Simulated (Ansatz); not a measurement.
**CAM-B3LYP/def2-SVP run of CH5FOSi (SMILES CO[SiH2]F)**

What is the vertical ionisation energy of CH5FOSi at CAM-B3LYP/def2-SVP? 

The results are computed with Ansatz 0.2.0.

128 further runs of the same task are left out: 128 set aside as unsound or not needed. Runs told in other sessions of the task aren't counted.

## (1) The system as given

The species is CH5FOSi (9 atoms), meant as a singlet with charge 0. As SMILES, `CO[SiH2]F`. The shape is that of a PBE0-D4/def2-TZVP optimisation. This is one conformer, not always the lowest.

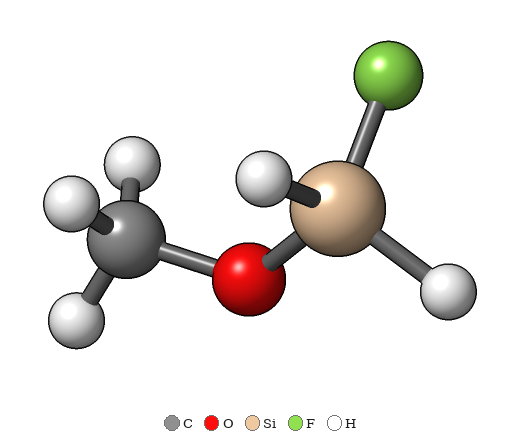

Viewed from a chosen angle; carbon grey, oxygen red, silicon light orange, fluorine green, hydrogen white.

## (2) A single-point energy at CAM-B3LYP/def2-SVP

File in.yaml:

```yaml
crystal:
  periodic: [false, false, false]
  atoms:
    - {symbol: C, position_ang: [-0.280200, 1.150700, -0.688400]}
    - {symbol: O, position_ang: [-0.743600, -0.064200, -0.138000]}
    - {symbol: Si, position_ang: [0.168900, -1.127700, 0.679900]}
    - {symbol: F, position_ang: [1.202000, -1.865200, -0.290100]}
    - {symbol: H, position_ang: [0.189600, 0.979000, -1.660800]}
    - {symbol: H, position_ang: [-1.135900, 1.813600, -0.823000]}
    - {symbol: H, position_ang: [0.443400, 1.643500, -0.029000]}
    - {symbol: H, position_ang: [-0.748200, -2.141700, 1.231900]}
    - {symbol: H, position_ang: [0.992400, -0.434200, 1.700300]}
basis:
  gaussian:
    orbitals: def2-SVP
hamiltonian:
  xc: {name: CAM-B3LYP}
accuracy: high
output:
  orbitals: {seedname: orbitals}
```

On the command line:

```
ansatz run in.yaml --threads 1 --pin off --max-ram 3480MiB --events-out events.jsonl --progress --plain --runs-dir runs
```

Output:

```text
Warning: RAYON_NUM_THREADS=1 ignored (pool sized by the plan → 1); use --threads N
Functional definition: CAM-B3LYP
  name "CAM-B3LYP"
  parameter alpha = 0.19
  parameter beta = 0.46
  parameter omega = 0.33/bohr
  parameter ac = 0.81
  exchange = (1 - alpha - beta)*b88_x + beta*b88_x_sr(omega) + alpha*exact_x + beta*exact_x_lr(omega)
  correlation = (1 - ac)*vwn5_c + ac*lyp_c
1923 factors; integrals over basis functions are off by at most 3.8e-9 eV
386 factors; integrals over basis functions are off by at most 2.2e-9 eV
mean field evaluation 1: about -13749.3858 eV, gradient 4.7e1 eV
mean field evaluation 2: about -13747.7207 eV, gradient 5.8e1 eV
mean field evaluation 4: about -13753.3101 eV, gradient 1.9e0 eV
mean field evaluation 8: about -13753.4802 eV, gradient 1.4e-1 eV
mean field evaluation 16: about -13753.4802 eV, gradient 5.8e-6 eV
mean field -13753.48022702 eV, -505.4310758994 hartree, gradient 1.7e-8 eV, S^2 0.000000; 0 other end points of the search recorded, 0 dependent functions left out
reference -13753.48024620 eV, -505.4310766042 hartree; 21, 21 occupied and 64, 64 virtual orbitals, 1923 factors
Total energy: -13753.48024620 eV, -505.4310766042 hartree
```

Wall time 8.1 s (1 thread of Arm Neoverse V2, shared host); peak memory 0.3 GiB.

## (3) The doublet cation, same level

File molecule.yaml:

```yaml
crystal:
  periodic: [false, false, false]
  atoms:
    - {symbol: C, position_ang: [-0.280200, 1.150700, -0.688400]}
    - {symbol: O, position_ang: [-0.743600, -0.064200, -0.138000]}
    - {symbol: Si, position_ang: [0.168900, -1.127700, 0.679900]}
    - {symbol: F, position_ang: [1.202000, -1.865200, -0.290100]}
    - {symbol: H, position_ang: [0.189600, 0.979000, -1.660800]}
    - {symbol: H, position_ang: [-1.135900, 1.813600, -0.823000]}
    - {symbol: H, position_ang: [0.443400, 1.643500, -0.029000]}
    - {symbol: H, position_ang: [-0.748200, -2.141700, 1.231900]}
    - {symbol: H, position_ang: [0.992400, -0.434200, 1.700300]}
basis:
  gaussian:
    orbitals: def2-SVP
total_charge: 1
magnetization:
  spin_polarized: true
  initial_magnetization: 1
hamiltonian:
  xc: {name: CAM-B3LYP}
accuracy: high
output: {orbitals: {seedname: orbitals}}
```

On the command line:

```
ansatz run molecule.yaml --threads 1 --pin off --max-ram 3480MiB --events-out events.jsonl --progress --plain --runs-dir runs
```

Output (excerpt; [...] marks lines left out):

```text
Warning: RAYON_NUM_THREADS=1 ignored (pool sized by the plan → 1); use --threads N
[... 2 set-up lines as earlier in the session ...]
[...]
1923 factors; integrals over basis functions are off by at most 3.8e-9 eV
386 factors; integrals over basis functions are off by at most 2.2e-9 eV
[...]
mean field -13742.25392696 eV, -505.0185169815 hartree, gradient 5.4e-8 eV, S^2 0.757586; 4 other end points of the search recorded, 0 dependent functions left out
reference -13742.25394616 eV, -505.0185176872 hartree; 21, 20 occupied and 64, 65 virtual orbitals, 1923 factors
Total energy: -13742.25394616 eV, -505.0185176872 hartree
```

Run time: 30 s. Hardware: 1 thread of Arm Neoverse V2, shared host; peak memory 0.43 GiB.

## (4) Results

At CAM-B3LYP/def2-SVP:

| quantity | value |
| --- | --- |
| singlet CH5FOSi: total energy | -505.43108 Eh |
| singlet CH5FOSi: HOMO energy | -10.08 eV |
| singlet CH5FOSi: LUMO energy | 2.50 eV |
| singlet CH5FOSi: HOMO–LUMO gap | 12.59 eV |
| doublet cation: total energy | -505.01852 Eh |
| doublet cation: HOMO energy (highest over α and β) | -16.67 eV |
| doublet cation: LUMO energy (lowest over α and β) | -12.38 eV |
| doublet cation: ⟨S²⟩ | 0.758 |
| vertical ionisation energy (to the doublet cation) | 11.226 eV |

The vertical ionisation energy comes to 11.23 eV (259 kcal/mol). The negative HOMO energy of the first species, 10.08 eV, lies 1.14 eV below that difference.
